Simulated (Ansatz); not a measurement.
**F2GeHNSi: density, localisation and related maps**

Input

```
crystal:
  periodic: [false, false, false]
  atoms:
    - symbol: F
      position_ang: [-1.625654, 1.363114, 0.066381]
    - symbol: F
      position_ang: [2.353093, -1.091594, 0.557589]
    - symbol: Ge
      position_ang: [1.272913, 0.302135, 0.442981]
    - symbol: "N"
      position_ang: [-0.246764, -0.756307, 0.203515]
    - symbol: Si
      position_ang: [-1.895633, -0.264086, -0.013617]
    - symbol: H
      position_ang: [-0.047696, -1.759594, 0.204551]
basis:
  gaussian:
    orbitals: def2-TZVPD
hamiltonian:
  xc: pbe0
output:
  forces: true
  orbitals: {seedname: orbitals}
```

Launched as:

```sh
ansatz run input.yaml --threads 1 --pin off --max-ram 2610MiB --events-out events.jsonl --progress --plain --runs-dir runs
```

Geometry: PBE0-D3(BJ)/def2-SVP.

The calculation used isolated molecule in a Gaussian basis; Kohn-Sham density functional theory, functional PBE0 (Ansatz).

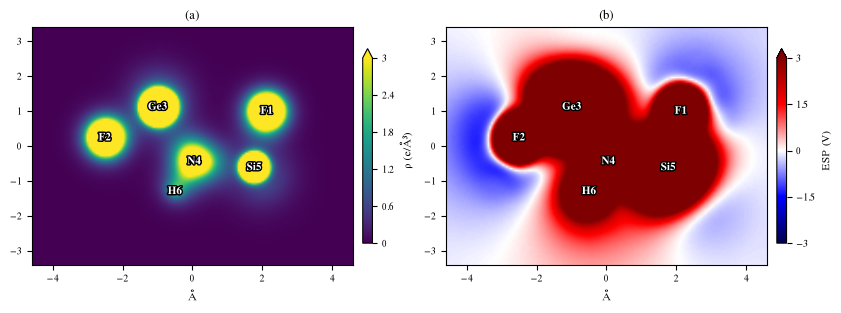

Figure 1. (a) total electron density; (b) electrostatic potential on the molecular plane.

Q: Describe what can be read from this map.

A: The plane passes through F, Ge, N, Si and H nuclei. Si–F (1.65 Å): ρ is about 1 e/Å³ halfway. Si–N (1.73 Å): the density is about 1.1 e/Å³ at the midpoint. Ge–F (1.77 Å): ρ is about 0.9 e/Å³ halfway. Ge–N (1.87 Å): ρ is about 0.9 e/Å³ halfway. N–H (1.02 Å): ρ at the midpoint is about 2.8 e/Å³. Outside the dense part of the molecule the potential is most negative (−1.3 V) near F2.

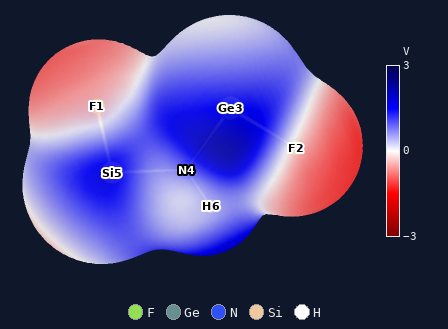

Figure 2. The electrostatic potential painted on the density surface at 0.002 e/bohr³, seen at a tilt; the colour scale runs from red (negative) to blue (positive).

Q: Describe the electrostatic potential map.

A: The most negative region (about −1.2 V, or −28 kcal/mol for a unit charge) lies over F2, the most positive (about +2.1 V, or +48 kcal/mol for a unit charge) over Ge3.

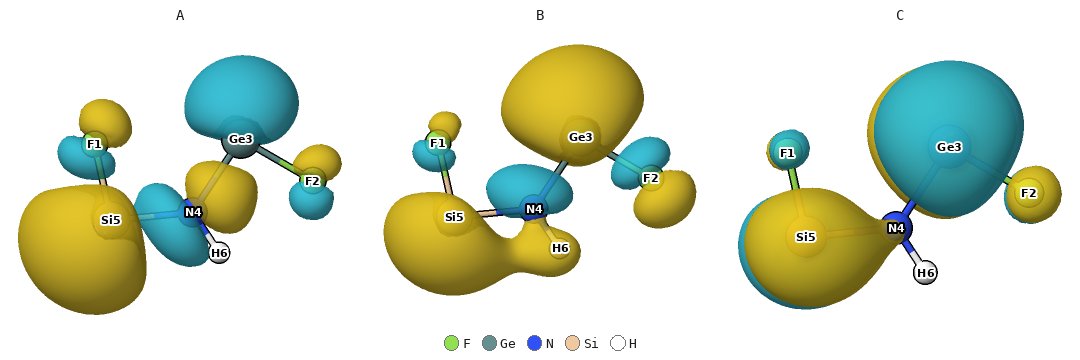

Figure 3. Three frontier orbitals at ±0.08 Å⁻³ᐟ² (yellow and cyan are the two phases), in no order.

Q: Which picture is the HOMO−1, the HOMO and the LUMO?

A: B is the HOMO−1 (−8.60 eV). By Hirshfeld shares it lies mainly on Ge3 (about 55 %), Si5 (about 20 %), F2 (about 10 %) and N4 (about 10 %); it is symmetric in the molecular plane (an in-plane orbital: σ, lone-pair or in-plane π type). A is the HOMO (−7.27 eV). Its weight (Hirshfeld) is mainly on Si5 (about 55 %), Ge3 (about 20 %), N4 (about 15 %) and F1 (about 5 %); it is symmetric in the molecular plane (an in-plane orbital: σ, lone-pair or in-plane π type). C is the LUMO (−2.52 eV). By Hirshfeld shares it lies mainly on Ge3 (about 60 %) and Si5 (about 30 %); it changes sign across the molecular plane (π type).

Q: What is the HOMO–LUMO gap?

A: 4.75 eV between the orbital energies.

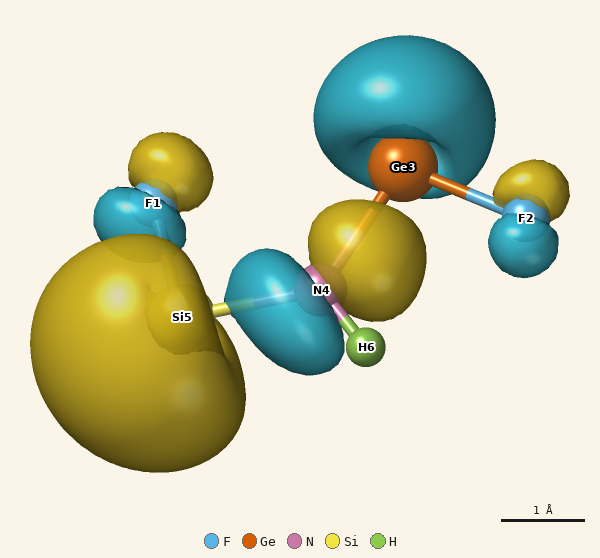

Figure 4. The HOMO at ±0.1 Å⁻³ᐟ² (yellow and cyan are the two phases), seen at an oblique angle.

Q: Describe this orbital and give its energy.

A: Its weight (Hirshfeld) is mainly on Si5 (about 55 %), Ge3 (about 20 %), N4 (about 15 %) and F1 (about 5 %); it is symmetric in the molecular plane (an in-plane orbital: σ, lone-pair or in-plane π type). Its energy is −7.27 eV.
